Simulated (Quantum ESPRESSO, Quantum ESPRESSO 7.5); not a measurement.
# 1T-SnSe2, layer by layer

What does each added layer of 1T-SnSe2 bring in screening, and what does it do to the gap?

Main program and level: Quantum ESPRESSO 7.5; plane-wave DFT, PBE, GBRV ultrasoft pseudopotentials (geometry by pw.x at PBE-D3(BJ), GBRV ultrasoft).

### 1. The structure

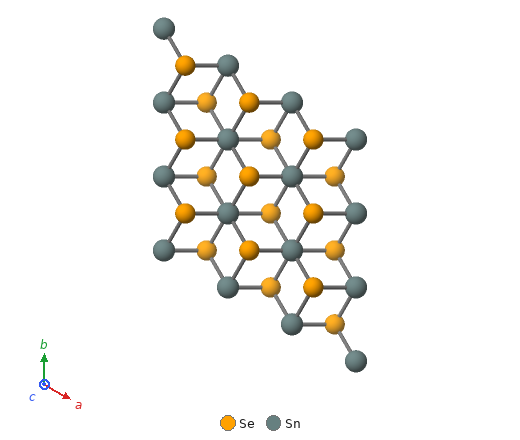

The cell as given, from above (selenium orange, tin teal). 3×3×1 cells are drawn. Some periodic images of atoms are drawn too.

The cell holds 3 atoms: 2 Se and 1 Sn. Cell: a = 3.870 Å, b = 3.870 Å, c = 19.110 Å, α = 90.0°, β = 90.0°, γ = 120.0°. It derives from SnSe2. Vacuum lies along c.

### 2. Relaxing cell and ions, 1 layer

Cell and atoms are relaxed with a D3(BJ) correction; only the in-plane cell moves (cell_dofree = 2Dxy), and the cutoff is raised for the stress.

The input, n1.relax.in:

```
&control
  prefix = 'n1.relax'
  outdir = './out'
  pseudo_dir = './pseudo'
  nstep = 50
  forc_conv_thr = 0.0004
  calculation = 'vc-relax'
  etot_conv_thr = 1e-06
/
&system
  ibrav = 0
  nat = 3
  ntyp = 2
  ecutwfc = 50
  ecutrho = 250
  vdw_corr = 'grimme-d3'
  dftd3_version = 4
  occupations = 'smearing'
  smearing = 'fd'
  degauss = 0.004
/
&electrons
  conv_thr = 1e-09
  mixing_beta = 0.4
  electron_maxstep = 120
  mixing_mode = 'plain'
/
&ions
/
&cell
  cell_dofree = '2Dxy'
  press_conv_thr = 0.3
/
ATOMIC_SPECIES
  Se  78.9710  se_pbe_v1.uspp.F.UPF
  Sn  118.7100  sn_pbe_v1.4.uspp.F.UPF
CELL_PARAMETERS angstrom
  3.87000000000000 0.00000000000000 0.00000000000000
  -1.93500000000000 3.35151831264578 0.00000000000000
  0.00000000000000 0.00000000000000 19.11048904285239
ATOMIC_POSITIONS crystal
  Se  0.666666666667 0.333333333333 0.444781919549
  Sn  0.000000000000 0.000000000000 0.500000000000
  Se  0.333333333333 0.666666666667 0.555218080451
K_POINTS automatic
  6 6 1 0 0 0
```

On the command line:

```sh
$ OMP_NUM_THREADS=1 mpirun -n 4 pw.x -nk 2 -in n1.relax.in > n1.relax.out
```

The program printed:

```text
Program PWSCF v.7.5 starts
[citation notice left out]

     Parallel version (MPI & OpenMP), running on       4 processor cores
     Number of MPI processes:                 4
     Threads/MPI process:                     1

     MPI processes distributed on     1 nodes
[...]
Current dimensions of program PWSCF are:
     Max number of different atomic species (ntypx) = 10
     Max number of k-points (npk) =  40000
     Max angular momentum in pseudopotentials (lmaxx) =  4
     Message from routine setup:
     using ibrav=0 with symmetry is DISCOURAGED, use correct ibrav instead

     K-points division:     npool     =       2
     R & G space division:  proc/nbgrp/npool/nimage =       2
     Subspace diagonalization in iterative solution of the eigenvalue problem:
     a serial algorithm will be used

     Parallelization info
     --------------------
     sticks:   dense  smooth     PW     G-vecs:    dense   smooth      PW
     Min         462     372    105                55862    40022    6289
     Max         463     373    106                55871    40037    6296
     Sum         925     745    211               111733    80059   12585

     Using Slab Decomposition

     bravais-lattice index     =            0
     lattice parameter (alat)  =       7.3132  a.u.
     unit-cell volume          =    1672.7112 (a.u.)^3
     number of atoms/cell      =            3
     number of atomic types    =            2
     number of electrons       =        26.00
     number of Kohn-Sham states=           17
     kinetic-energy cutoff     =      50.0000  Ry
     charge density cutoff     =     250.0000  Ry
     scf convergence threshold =      1.0E-09
     mixing beta               =       0.4000
     number of iterations used =            8  plain     mixing
     energy convergence thresh.=      1.0E-06
     force convergence thresh. =      4.0E-04
     press convergence thresh. =      3.0E-01
     Exchange-correlation=  SLA  PW   PBX  PBC
                           (   1   4   3   4   0   0   0)
     nstep                     =           50

     celldm(1)=   7.313240  celldm(2)=   0.000000  celldm(3)=   0.000000
     celldm(4)=   0.000000  celldm(5)=   0.000000  celldm(6)=   0.000000

     crystal axes: (cart. coord. in units of alat)
               a(1) = (   1.000000   0.000000   0.000000 )
               a(2) = (  -0.500000   0.866025   0.000000 )
               a(3) = (   0.000000   0.000000   4.938111 )

     reciprocal axes: (cart. coord. in units 2 pi/alat)
               b(1) = (  1.000000  0.577350 -0.000000 )
               b(2) = (  0.000000  1.154701  0.000000 )
               b(3) = (  0.000000 -0.000000  0.202507 )

     PseudoPot. # 1 for Se read from file:
     ./pseudo/se_pbe_v1.uspp.F.UPF
     Pseudo is Ultrasoft + core correction, Zval =  6.0
     Generated by new atomic code, or converted to UPF format
     Using radial grid of  877 points,  6 beta functions with:
                l(1) =   0
                l(2) =   0
                l(3) =   1
                l(4) =   1
                l(5) =   2
                l(6) =   2
     Q(r) pseudized with  8 coefficients,  rinner =    1.300   1.300   1.300
                                                       1.300   1.300

     PseudoPot. # 2 for Sn read from file:
     ./pseudo/sn_pbe_v1.4.uspp.F.UPF
     Pseudo is Ultrasoft + core correction, Zval = 14.0
     Generated by new atomic code, or converted to UPF format
     Using radial grid of  891 points,  6 beta functions with:
                l(1) =   0
                l(2) =   0
                l(3) =   1
                l(4) =   1
                l(5) =   2
                l(6) =   2
     Q(r) pseudized with  8 coefficients,  rinner =    1.350   1.350   1.350
                                                       1.350   1.350

     atomic species   valence    mass     pseudopotential
     Se                6.00    78.97100     Se( 1.00)
     Sn               14.00   118.71000     Sn( 1.00)

     12 Sym. Ops., with inversion, found

   Cartesian axes

     site n.     atom                  positions (alat units)
         1        Se     tau(   1) = (   0.5000000   0.2886751   2.1963824  )
         2        Sn     tau(   2) = (   0.0000000   0.0000000   2.4690554  )
         3        Se     tau(   3) = (  -0.0000000   0.5773503   2.7417284  )

     --------------------------------------------
     DFT-D3 Dispersion Correction (3-body terms):
     --------------------------------------------
       Reference C6 values for interpolation:

         atom   Coordination number   C6
         Se         0.000           427.35
         Se         0.990           427.57
         Se         1.981           421.05
         Sn         0.000          1255.14
         Sn         0.951          1084.09
         Sn         1.950          1010.83
         Sn         2.926           818.29
         Sn         3.912           672.20

       Values used:

         atom   Coordination number  R0_AB[au]  C6      C8
         Se         4.092            3.332    421.05  29958.36
         Sn         6.625            3.957    672.20  84369.06
         Se         4.092            3.332    421.05  29958.36

         Molecular C6 ( Ry / a.u.^6 ) =      4481.92

     number of k points=     7  Fermi-Dirac smearing, width (Ry)=  0.0040
                       cart. coord. in units 2pi/alat
        k(    1) = (   0.0000000   0.0000000   0.0000000), wk =   0.0555556
        k(    2) = (   0.0000000   0.1924501   0.0000000), wk =   0.3333333
        k(    3) = (   0.0000000   0.3849002   0.0000000), wk =   0.3333333
        k(    4) = (   0.0000000  -0.5773503   0.0000000), wk =   0.1666667
        k(    5) = (   0.1666667   0.2886751   0.0000000), wk =   0.3333333
        k(    6) = (   0.1666667   0.4811252   0.0000000), wk =   0.6666667
        k(    7) = (   0.3333333   0.5773503   0.0000000), wk =   0.1111111

     Dense  grid:   111733 G-vectors     FFT dimensions: (  40,  40, 192)

     Smooth grid:    80059 G-vectors     FFT dimensions: (  36,  36, 180)

     Estimated max dynamical RAM per process >     136.92 MB

     Estimated total dynamical RAM >     520.41 MB

     Initial potential from superposition of free atoms

     starting charge      24.9998, renormalised to      26.0000

     negative rho (up, down):  2.417E-04 0.000E+00
     Starting wfcs are   17 randomized atomic wfcs

     total cpu time spent up to now is        0.9 secs

     per-process dynamical memory:    58.0 Mb

     Self-consistent Calculation

     iteration #  1     ecut=    50.00 Ry     beta= 0.40
[...]
new unit-cell volume =   1813.73550 a.u.^3 (   268.76787 Ang^3 )
     density =      1.70925 g/cm^3

CELL_PARAMETERS (angstrom)
   4.029836815   0.000000000   0.000000000
  -2.014918408   3.489941055   0.000000000
   0.000000000   0.000000000  19.110489043

ATOMIC_POSITIONS (crystal)
Se               0.6666666667        0.3333333333        0.4241468422
Sn               0.0000000000        0.0000000000        0.5000000000
Se               0.3333333333        0.6666666667        0.5758531578

[...]
NEW-OLD atomic charge density approx. for the potential
     New effective cutoffs (rho, wfc):  248.82   49.87

     negative rho (up, down):  6.440E-04 0.000E+00

     total cpu time spent up to now is       36.7 secs

     per-process dynamical memory:    63.3 Mb

[...]
!    total energy              =    -246.56002758 Ry
[...]
Total force =     0.035159     Total SCF correction =     0.000060
[...]
number of bfgs steps    =   3
[...]
new trust radius        =       0.0945735029 bohr
[...]
!    total energy              =    -246.56320090 Ry
[...]
Total force =     0.013444     Total SCF correction =     0.000052
[...]
number of bfgs steps    =   4
[...]
new trust radius        =       0.0679075299 bohr
[...]
!    total energy              =    -246.56540379 Ry
[...]
Total force =     0.000379     Total SCF correction =     0.000003
[...]
number of bfgs steps    =   5
[...]
new trust radius        =       0.0746982829 bohr
[...]
!    total energy              =    -246.56862969 Ry
[...]
Total force =     0.011660     Total SCF correction =     0.000004
[...]
number of bfgs steps    =   6
[...]
new trust radius        =       0.1120474243 bohr
[...]
!    total energy              =    -246.57237089 Ry
[...]
Total force =     0.019417     Total SCF correction =     0.000006
[...]
number of bfgs steps    =   7
[...]
new trust radius        =       0.1680711364 bohr
[...]
!    total energy              =    -246.57629250 Ry
[...]
Total force =     0.020210     Total SCF correction =     0.000041
[...]
number of bfgs steps    =   8
[...]
new trust radius        =       0.1003439409 bohr
[...]
!    total energy              =    -246.57775395 Ry
[...]
Total force =     0.008282     Total SCF correction =     0.000004
[...]
number of bfgs steps    =   9
[...]
new trust radius        =       0.0274002808 bohr
[...]
!    total energy              =    -246.57793343 Ry
[...]
Total force =     0.001128     Total SCF correction =     0.000001
[...]
number of bfgs steps    =  10
[...]
new trust radius        =       0.0067869922 bohr
[...]
!    total energy              =    -246.57794007 Ry
[...]
Total force =     0.000009     Total SCF correction =     0.000001
[...]
number of bfgs steps    =  11
[...]
new trust radius        =       0.0000066226 bohr
[...]
!    total energy              =    -246.57794007 Ry
[...]
Total force =     0.000008     Total SCF correction =     0.000007
[...]
Self-consistent Calculation

     iteration #  1     ecut=    50.00 Ry     beta= 0.40
     Davidson diagonalization with overlap
     c_bands:  1 eigenvalues not converged
     c_bands:  1 eigenvalues not converged
     c_bands:  1 eigenvalues not converged
     ethr =  1.00E-06,  avg # of iterations = 18.7

     negative rho (up, down):  1.957E-04 0.000E+00

     total cpu time spent up to now is      138.7 secs

     total energy              =    -246.48757402 Ry
     estimated scf accuracy    <       0.51915151 Ry

[...]
iteration # 12     ecut=    50.00 Ry     beta= 0.40
[...]
negative rho (up, down):  3.215E-04 0.000E+00

[...]
End of self-consistent calculation

          k = 0.0000 0.0000 0.0000 (  9591 PWs)   bands (ev):

   -23.1042 -23.1042 -23.0649 -23.0547 -23.0547 -15.4705 -14.1539  -7.6200
    -3.1455  -2.3410  -2.3410  -1.9553  -1.9553  -0.2743   1.2590   2.7513
     2.7513

          k =-0.0000 0.1956 0.0000 (  9632 PWs)   bands (ev):

   -23.1142 -23.0940 -23.0631 -23.0570 -23.0546 -15.2058 -13.9716  -7.6955
    -4.0743  -3.1960  -3.0075  -2.9205  -1.9026   0.3680   1.9769   3.0640
     3.2879

          k =-0.0000 0.3912 0.0000 (  9686 PWs)   bands (ev):

   -23.1387 -23.0806 -23.0752 -23.0472 -23.0405 -14.5119 -13.6137  -8.3272
    -5.7415  -4.2279  -3.7957  -2.7147  -2.1262  -0.6163   2.2696   3.4324
     3.8006

          k = 0.0000-0.5868 0.0000 (  9690 PWs)   bands (ev):

   -23.1519 -23.0805 -23.0783 -23.0390 -23.0316 -13.9371 -13.5456  -8.9277
    -6.3561  -4.2915  -4.1012  -2.7027  -2.2543  -1.1457   2.1788   3.3778
     3.6631

          k = 0.1694 0.2934 0.0000 (  9656 PWs)   bands (ev):

   -23.1259 -23.0892 -23.0685 -23.0564 -23.0423 -14.7206 -13.6942  -8.0551
    -5.0225  -4.7309  -3.4065  -2.8665  -2.4413   0.2915   2.7898   3.1232
     3.7066

          k = 0.1694 0.4890 0.0000 (  9685 PWs)   bands (ev):

   -23.1379 -23.0898 -23.0728 -23.0483 -23.0330 -14.0013 -13.4860  -8.7964
    -6.0033  -4.9610  -4.3648  -2.9899  -2.5077  -0.2606   2.9660   3.3650
     3.9176

[...]
the Fermi energy is    -1.5016 ev

!    total energy              =    -246.57703793 Ry
     estimated scf accuracy    <          1.1E-12 Ry
     smearing contrib. (-TS)   =      -0.00001548 Ry
     internal energy E=F+TS    =    -246.57702245 Ry

     The total energy is F=E-TS. E is the sum of the following terms:
     one-electron contribution =    -753.04840583 Ry
     hartree contribution      =     383.48877593 Ry
     xc contribution           =    -102.45201981 Ry
     ewald contribution        =     225.49026428 Ry
     DFT-D3 Dispersion         =      -0.05563702 Ry

     convergence has been achieved in  12 iterations

     negative rho (up, down):  3.215E-04 0.000E+00

     Forces acting on atoms (cartesian axes, Ry/au):

     atom    1 type  1   force =    -0.00000000   -0.00000000    0.00000189
     atom    2 type  2   force =     0.00000000    0.00000000    0.00000000
     atom    3 type  1   force =     0.00000000    0.00000000   -0.00000189

     Total force =     0.000003     Total SCF correction =     0.000000
     SCF correction compared to forces is large: reduce conv_thr to get better values

     Computing stress (Cartesian axis) and pressure

     negative rho (up, down):  3.215E-04 0.000E+00
          total   stress  (Ry/bohr**3)                   (kbar)     P=       -1.05
  -0.00000157   0.00000000   0.00000000           -0.23        0.00        0.00
   0.00000000  -0.00000157   0.00000000            0.00       -0.23        0.00
  -0.00000000  -0.00000000  -0.00001837           -0.00       -0.00       -2.70

[...]
=------------------------------------------------------------------------------=
   JOB DONE.
=------------------------------------------------------------------------------=
```

Elapsed: 2.5 min, on 4 MPI ranks of Arm Neoverse V2, shared host; peak memory 0.68 GiB.

Step by step:

```tsv
step	energy less that of the first step (eV)	largest force (eV/Å)	volume (Å³)
1	0.0000	5.2251	247.87
2	-1.2818	3.6364	255.70
3	-2.0968	2.2584	262.22
4	-2.5783	0.6392	268.77
5	-2.6215	0.2444	268.88
6	-2.6514	0.0069	266.95
7	-2.6953	0.2120	262.27
8	-2.7462	0.3530	255.33
9	-2.7996	0.3674	245.10
10	-2.8195	0.1506	239.09
11	-2.8219	0.0205	239.52
12	-2.8220	0.0002	239.92
13	-2.8220	0.0001	239.92
14	-2.8097	0.0000	239.92
```

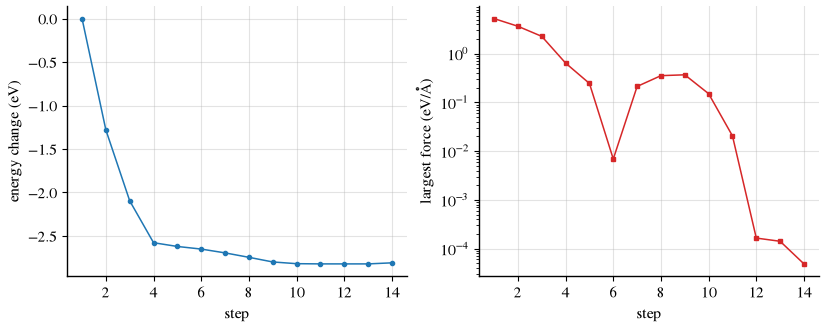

Energy and largest force along the relaxation.

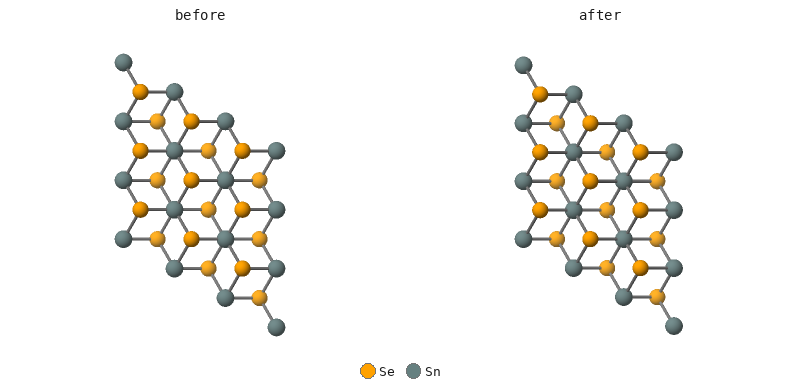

Before and after, at one scale.

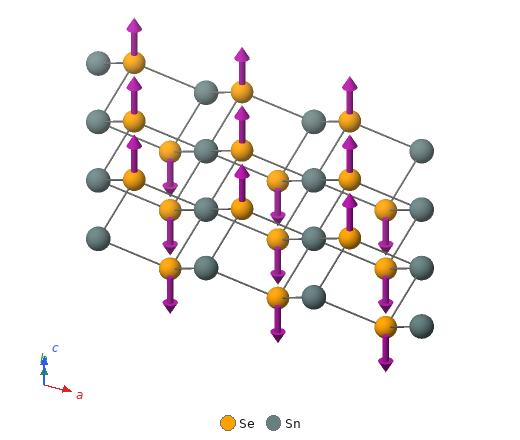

Displacements in the relaxation, exaggerated, measured against the changing cell; the longest in the cell stands for 0.55 Å. 3×3×1 cells are drawn. Some periodic images of atoms are drawn too.

```tsv
cell as run	before	after	change
a (Å)	3.870	3.807	-1.6 %
b (Å)	3.870	3.807	-1.6 %
```

The atoms that moved most (Å, along periodic axes as changes of fractional coordinates times the final cell, across vacuum about the mean position):

```tsv
atom	dx	dy	dz	length
Se1	0.000	0.000	-0.550	0.550
Se3	0.000	0.000	0.550	0.550
```

Final coordinates:

```cif
data_structure
_symmetry_space_group_name_H-M 'P 1'
_symmetry_Int_Tables_number 1
_cell_length_a 3.8075
_cell_length_b 3.8075
_cell_length_c 19.1105
_cell_angle_alpha 90.000
_cell_angle_beta 90.000
_cell_angle_gamma 120.000
_cell_volume 239.92
loop_
_atom_site_label
_atom_site_type_symbol
_atom_site_fract_x
_atom_site_fract_y
_atom_site_fract_z
_atom_site_occupancy
Se1 Se 0.66667 0.33333 0.41600 1
Sn2 Sn 0.00000 0.00000 0.50000 1
Se3 Se 0.33333 0.66667 0.58400 1
```

 The last row is no step: it is a fresh SCF in the final cell with a new plane-wave basis, +12 meV from the row before, a sign that the cell is biased by the basis (Pulay stress).

Read from the output:

| Item | Value |
| --- | --- |
| free energy | -3354.8515 eV |
| energy at zero smearing | -3354.8514 eV |
| Fermi energy | -1.502 eV |

[end of part 1 of 7]

[Logs are printed without paths, hosts, clocks, repeated set-up lines and the standing remarks that a program may print on its own settings, such as how far it seeks lower states.]

[Hosts, paths, dates, database ids (printed as entryN), source tags and the programs' standing remarks are cut or masked in the printed files.]

[Maps of the electrostatic potential energy from Ansatz leave out the sawtooth potential of an applied field or a dipole correction, so their vacuum need not be flat; planar profiles and work functions include it.]
